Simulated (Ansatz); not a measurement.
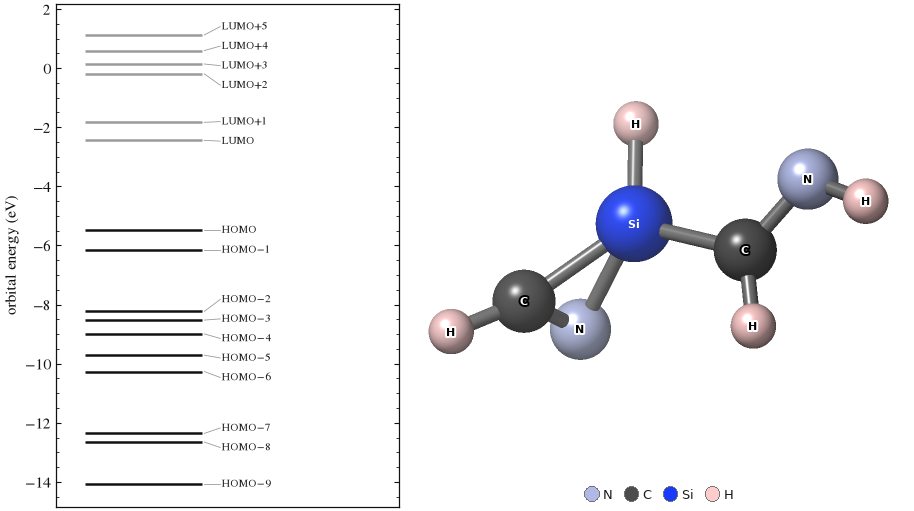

C₂H₄N₂Si, SMILES N(=C\[Si@@H]1C=N1)/[H]. Kohn-Sham orbital energies near the frontier, BLYP/def2-TZVPP with the Ansatz code, at a PBE0-D4/def2-TZVP geometry (a minimum by its frequencies), isolated molecule; empty levels in grey, levels within 0.03 eV side by side.

**Where do the frontier orbitals lie?**

HOMO at −5.48 eV, LUMO at −2.45 eV, 3.03 eV apart.

**How far below the HOMO does the next level lie?**

0.67 eV.

**List the levels.**

| orbital | energy (eV) |
| --- | --- |
| LUMO+5 | 1.12 |
| LUMO+4 | 0.59 |
| LUMO+3 | 0.14 |
| LUMO+2 | −0.20 |
| LUMO+1 | −1.84 |
| LUMO | −2.45 |
| HOMO | −5.48 |
| HOMO−1 | −6.15 |
| HOMO−2 | −8.23 |
| HOMO−3 | −8.53 |
| HOMO−4 | −8.99 |
| HOMO−5 | −9.71 |
| HOMO−6 | −10.27 |
| HOMO−7 | −12.36 |
| HOMO−8 | −12.65 |
| HOMO−9 | −14.07 |

Caveats: one conformer of a flexible molecule; empty levels above zero depend strongly on the basis.
